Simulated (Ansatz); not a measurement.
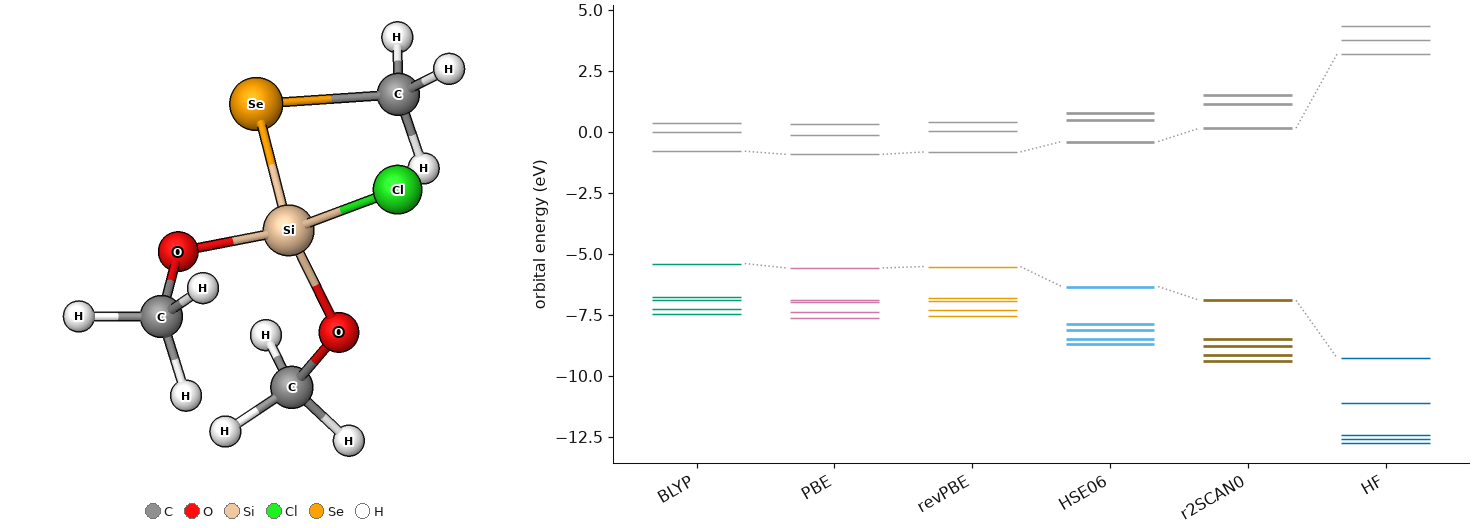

Frontier orbital energies of C₃H₉ClO₂SeSi, SMILES CO[Si](Cl)(OC)[Se]C at one geometry, def2-TZVPP, the Ansatz code, at a PBE0-D4/def2-TZVP geometry (no frequency check). Empty levels are grey, levels within 0.1 eV stand side by side; all columns show the same few orbitals around the gap. Dotted lines join the HOMOs and the LUMOs.

How do the frontier levels move from column to column?

Answer. The separation grows from 4.60 eV (BLYP) to 12.50 eV (HF).

```tsv
level	HOMO (eV)	LUMO (eV)	separation (eV)
BLYP	−5.40	−0.80	4.60
PBE	−5.58	−0.92	4.66
revPBE	−5.53	−0.83	4.70
HSE06	−6.34	−0.40	5.95
r2SCAN0	−6.91	0.15	7.06
HF	−9.29	3.21	12.50
```

Caveats, for all or some of the runs: empty levels above zero depend strongly on the basis; no scalar relativity up to krypton; one conformer of a flexible molecule; spin-orbit coupling is left out, and with Se it can shift these levels and split any degenerate set.
